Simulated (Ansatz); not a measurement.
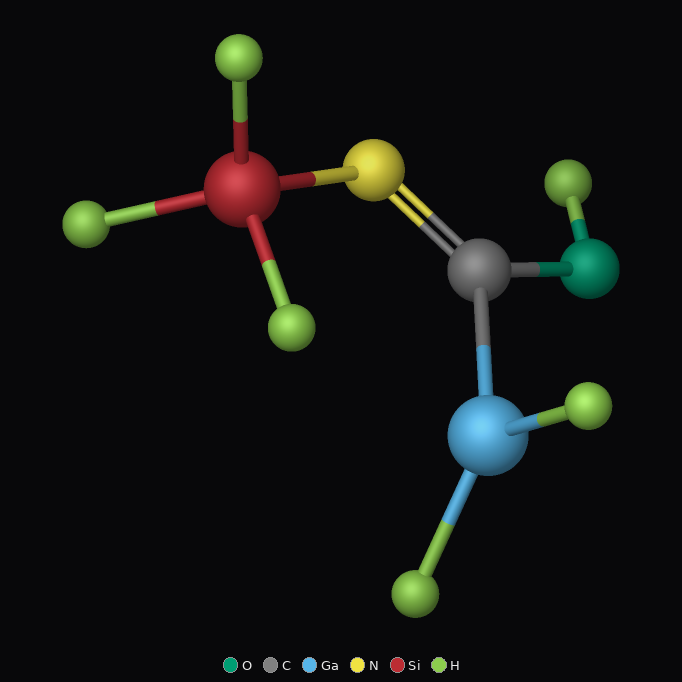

Double and triple bonds are drawn as two and three sticks.

The computed structure is the end point of a PBE0-D4/def2-TZVP optimisation. No frequency run is at hand to confirm it as a minimum.

**What is the molecular formula?**

CH₆GaNOSi, 11 atoms: 1 carbon, 6 hydrogen, 1 gallium, 1 nitrogen, 1 oxygen and 1 silicon.

**Name functional groups in it.**

Among them: imine, Si–H bond, Si–N bond.

**What is its SMILES?**

O/[C]([GaH2])=N/[SiH3]

The parts below concern this one geometry. Atoms keep their numbers from picture to picture.

### Geometry

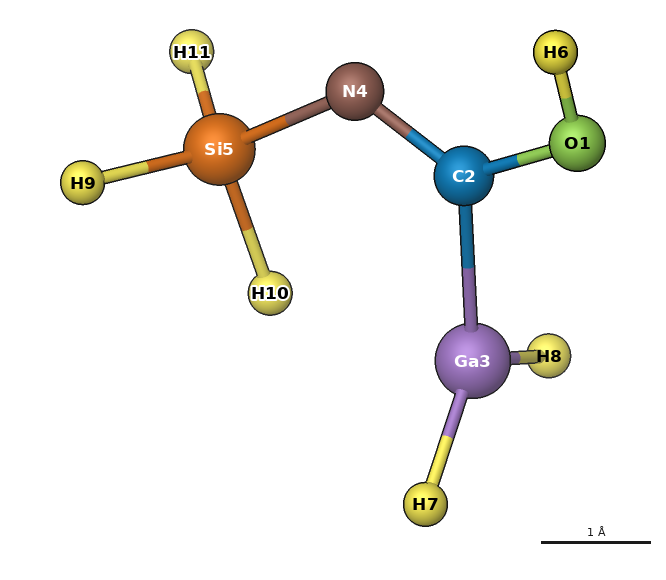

No frequency run is at hand to confirm it as a minimum.

What are the angles C2–O1–H6, O1–C2–Ga3, O1–C2–N4, Ga3–C2–N4, C2–Ga3–H7, C2–N4–Si5, N4–Si5–H10, N4–Si5–H9?

| angle | degrees |
| --- | --- |
| C2–O1–H6 | 107.1 |
| O1–C2–Ga3 | 117.7 |
| O1–C2–N4 | 120.0 |
| Ga3–C2–N4 | 122.3 |
| C2–Ga3–H7 | 118.0 |
| C2–N4–Si5 | 113.9 |
| N4–Si5–H10 | 106.7 |
| N4–Si5–H9 | 113.7 |

### Levels of theory compared

No frequency run is at hand to confirm it as a minimum. Program: Ansatz 0.2.0.

Tabulate HOMO–LUMO gap (eV) at these levels: B3LYP-D4/def2-TZVPP; PBE-D4/def2-TZVPP; PBE0-D4/def2-TZVPP; r2SCAN-D4/def2-TZVPP; ωB97M-V/def2-TZVPP; ωB97X-V/def2-TZVPP.

| level | HOMO–LUMO gap (eV) |
| --- | --- |
| B3LYP-D4/def2-TZVPP | 5.56 |
| PBE-D4/def2-TZVPP | 3.89 |
| PBE0-D4/def2-TZVPP | 5.98 |
| r2SCAN-D4/def2-TZVPP | 4.42 |
| ωB97M-V/def2-TZVPP | 9.98 |
| ωB97X-V/def2-TZVPP | 10.30 |

### Charges

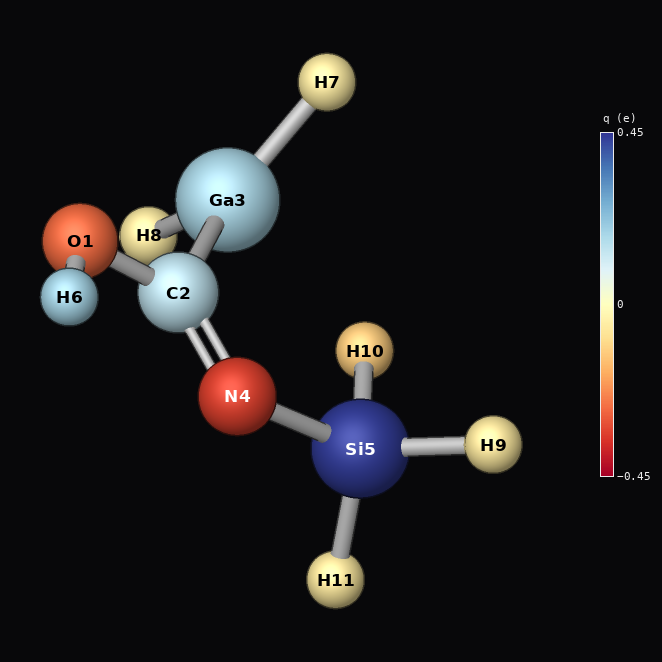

Atoms are coloured by their Mulliken charges. No frequency run is at hand to confirm it as a minimum. Properties computed with RKS B3LYP-D4/def2-TZVPP (Ansatz 0.2.0).

Give the Mulliken charges atom by atom.

| atom | value (e) |
| --- | --- |
| O1 | −0.27 |
| C2 | 0.14 |
| Ga3 | 0.17 |
| N4 | −0.33 |
| Si5 | 0.44 |
| H6 | 0.18 |
| H7 | −0.05 |
| H8 | −0.05 |
| H9 | −0.06 |
| H10 | −0.12 |
| H11 | −0.06 |

### Dipole moment

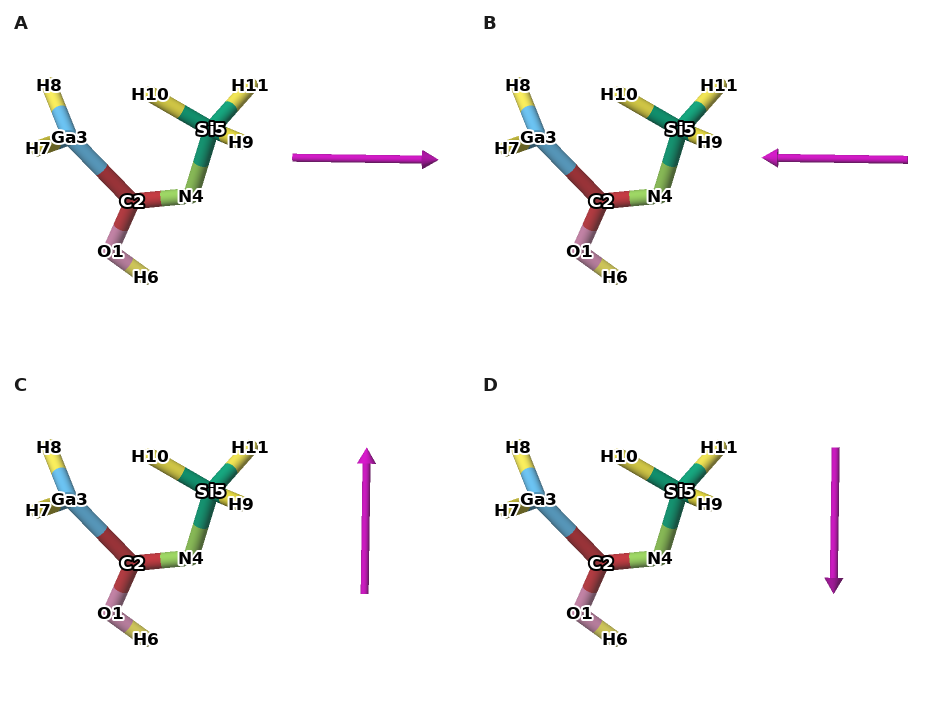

The same molecule four times, each with an arrow. No frequency run is at hand to confirm it as a minimum. Level of theory: RKS r2SCAN-D4/def2-TZVPP (Ansatz 0.2.0).

**Which arrow points along the dipole moment, from the negative to the positive end?**

A. The dipole moment is 0.78 D; it points from the side of H7, H8 to the side of H9, H11 (the outermost atoms at the two ends).

Mulliken values depend strongly on the basis set and can even reverse the polarity of a bond.
